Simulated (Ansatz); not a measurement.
# YSb (Fm-3m): equation of state with a fit from a Python script

Where is the equilibrium volume of YSb (Fm-3m), and how stiff is it? Aim: an equation of state with a fit, for YSb (Fm-3m), run from a script.

The COD entry's cell or inner coordinates are ideal or old and differ from later refinements, so a difference from it is no clean test against experiment.

All numbers are computed with Ansatz 0.2.0, driven from Python. Level of theory: DFT PBEsol, plane waves, PAW.

## 1. Starting point

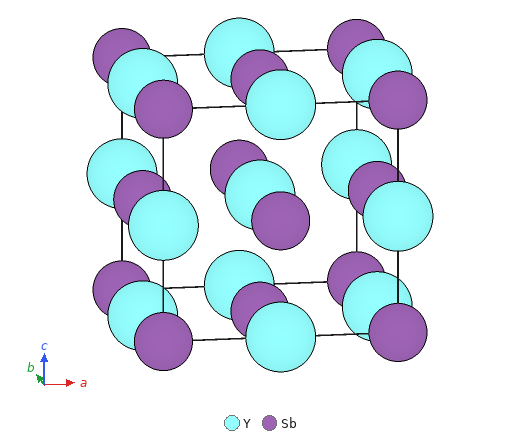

The structure that the script starts from, seen slightly off an axis (yttrium light teal, antimony purple). The cell is the conventional one. Atoms on cell faces are repeated.

No structure file is read: the coordinates are typed or built in the script.

## 2. The script

File ysb_eos.py:

```python
"""Equation of state of YSb."""

import warnings

import ansatz
import numpy as np
from scipy.optimize import curve_fit

VECTORS = np.array([
    [0.0, 3.095, 3.095],
    [3.095, 0.0, 3.095],
    [3.095, 3.095, 0.0],
])
SITES = [
    ("Y", (0.5, 0.5, 0.5)),
    ("Sb", (0.0, 0.0, 0.0)),
]


def crystal_on(cell):
    crystal = ansatz.Crystal(lattice=ansatz.Lattice.of(cell))
    for symbol, position in SITES:
        crystal = crystal.atom(symbol, position)
    return crystal

def vinet(v, e0, v0, b0, b1):
    eta = (v / v0) ** (1 / 3)
    return e0 + 2 * b0 * v0 / (b1 - 1) ** 2 * (2 - (5 + 3 * b1 * (eta - 1) - 3 * eta) * np.exp(-1.5 * (b1 - 1) * (eta - 1)))

warnings.simplefilter("ignore", ansatz.DeckWarning)

# uniform scaling of the cell
volumes, energies, pressures = [], [], []
for scale in np.linspace(0.9, 1.1, 9):
    cell = VECTORS * scale ** (1 / 3)
    setup = crystal_on(cell).calculation()
    setup = setup.pseudopotentials("paw").functional("PBEsol")
    setup = setup.occupations("fermi_dirac")
    setup = setup.basis(500)
    setup = setup.kpoints(8, 8, 8).stress()
    rep = setup.run(threads=1).report
    volumes.append(abs(np.linalg.det(cell)) / len(SITES))
    energies.append(rep["free_energy_ev"] / len(SITES))
    pressures.append(np.trace(rep["stress_gpa"]) / 3)
    print(f"V = {volumes[-1]:8.4f} A^3/atom  F = {energies[-1]:.5f} eV/atom  P = {pressures[-1]:8.3f} GPa")

guess = (min(energies), volumes[int(np.argmin(energies))], 0.5, 4.5)
(e0, v0, b0, b1), _ = curve_fit(vinet, np.array(volumes), np.array(energies), p0=guess, maxfev=20000)
print(f"Vinet fit: V0 = {v0:.4f} A^3/atom, B0 = {160.21766 * b0:.1f} GPa, B1 = {b1:.2f}")
print("largest residual", round(1000 * float(np.abs(vinet(np.array(volumes), e0, v0, b0, b1) - energies).max()), 3), "meV/atom")
```

## 3. The input behind the calls

The engine receives this input (first run):

```yaml
crystal:
  lattice:
    - [0.0, 2.9881896453544243, 2.9881896453544243]
    - [2.9881896453544243, 0.0, 2.9881896453544243]
    - [2.9881896453544243, 2.9881896453544243, 0.0]
  atoms:
    - { symbol: "Y", position: [0.5, 0.5, 0.5] }
    - { symbol: Sb, position: [0.0, 0.0, 0.0] }
basis:
  ecutwfc: 500.0
kpoints:
  mp_grid:
    grid: [8, 8, 8]
hamiltonian:
  xc: pbesol
  pseudopotentials:
    kind: paw
scf:
  occupations:
    method: fermi_dirac
output:
  stress: true
```

## 4. Running it

The run is started by

```bash
$ python ysb_eos.py
```

Log:

```text
V =  26.6824 A^3/atom  F = -5102.76239 eV/atom  P =    5.265 GPa
V =  27.4236 A^3/atom  F = -5102.78147 eV/atom  P =    3.033 GPa
V =  28.1647 A^3/atom  F = -5102.79087 eV/atom  P =    1.073 GPa
V =  28.9059 A^3/atom  F = -5102.79176 eV/atom  P =   -0.650 GPa
V =  29.6471 A^3/atom  F = -5102.78518 eV/atom  P =   -2.163 GPa
V =  30.3883 A^3/atom  F = -5102.77203 eV/atom  P =   -3.492 GPa
V =  31.1294 A^3/atom  F = -5102.75312 eV/atom  P =   -4.659 GPa
V =  31.8706 A^3/atom  F = -5102.72915 eV/atom  P =   -5.683 GPa
V =  32.6118 A^3/atom  F = -5102.70074 eV/atom  P =   -6.580 GPa
Vinet fit: V0 = 28.6152 A^3/atom, B0 = 65.5 GPa, B1 = 3.98
largest residual 0.003 meV/atom
```

It took 17 s on 1 thread of Arm Neoverse V2, shared host; peak memory 0.47 GiB.

## 5. What changed from run to run

The engine's inputs for some of the other runs:

Run 3, against run 1:

```diff
@@ -3,3 +3,3 @@
-    - [0.0, 2.9881896453544243, 2.9881896453544243]
-    - [2.9881896453544243, 0.0, 2.9881896453544243]
-    - [2.9881896453544243, 2.9881896453544243, 0.0]
+    - [0.0, 3.0425322368613736, 3.0425322368613736]
+    - [3.0425322368613736, 0.0, 3.0425322368613736]
+    - [3.0425322368613736, 3.0425322368613736, 0.0]
```

Run 4, against run 1:

```diff
@@ -3,3 +3,3 @@
-    - [0.0, 2.9881896453544243, 2.9881896453544243]
-    - [2.9881896453544243, 0.0, 2.9881896453544243]
-    - [2.9881896453544243, 2.9881896453544243, 0.0]
+    - [0.0, 3.068990366948499, 3.068990366948499]
+    - [3.068990366948499, 0.0, 3.068990366948499]
+    - [3.068990366948499, 3.068990366948499, 0.0]
```

Run 8, against run 1:

```diff
@@ -3,3 +3,3 @@
-    - [0.0, 2.9881896453544243, 2.9881896453544243]
-    - [2.9881896453544243, 0.0, 2.9881896453544243]
-    - [2.9881896453544243, 2.9881896453544243, 0.0]
+    - [0.0, 3.1705174034670174, 3.1705174034670174]
+    - [3.1705174034670174, 0.0, 3.1705174034670174]
+    - [3.1705174034670174, 3.1705174034670174, 0.0]
```

Lines on the test bed's own set-up are left out of the output.

## 6. Run by run

From the records of these 9 runs:

| run | volume (Å³/atom) | energy from run 4 (meV/atom) | pressure (GPa) | SCF cycles | CPU time (s) |
| --- | --- | --- | --- | --- | --- |
| 1 | 26.682 | 29.37 | 5.26 | 7 | 1.6 |
| 2 | 27.424 | 10.29 | 3.03 | 7 | 1.5 |
| 3 | 28.165 | 0.89 | 1.07 | 7 | 1.6 |
| 4 | 28.906 | 0.00 | -0.65 | 7 | 1.6 |
| 5 | 29.647 | 6.58 | -2.16 | 7 | 1.6 |
| 6 | 30.388 | 19.73 | -3.49 | 7 | 1.8 |
| 7 | 31.129 | 38.64 | -4.66 | 6 | 1.7 |
| 8 | 31.871 | 62.61 | -5.68 | 6 | 1.8 |
| 9 | 32.612 | 91.02 | -6.58 | 6 | 1.7 |

Energies are free energies F = E - TS of the smeared occupations. 

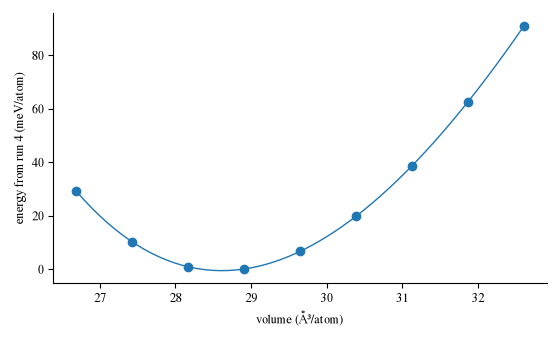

Energy against volume; the line is a third-order Birch-Murnaghan fit.

## 7. Outcome

```
                      quantity           value
                 runs compared               9
               range of energy  91.02 meV/atom
lowest point, volume (Å³/atom)          28.906
      equilibrium volume (fit)   28.61 Å³/atom
            bulk modulus (fit)          65 GPa
```

**Reading.** A third-order Birch-Murnaghan fit through the 9 points (the script's own form differs a little) has its minimum at 28.61 Å³ an atom, 3.5 % below the typed cell, with a bulk modulus of 65 GPa and dB/dP = 4.0. From that minimum the energy rises by 30.0 meV an atom on the compressed side and 91.6 meV on the expanded side. What to keep in mind:
- The run is spin-unpolarised.
- For a metal this k-point mesh is coarse: on a finer one energies can move by several to tens of meV an atom and pressures by half a GPa or more, differences at one mesh by less.
- Of the deposited cell: the entry's cell lengths or inner coordinates differ somewhat from later room-temperature determinations.
- Pressure is positive in compression.
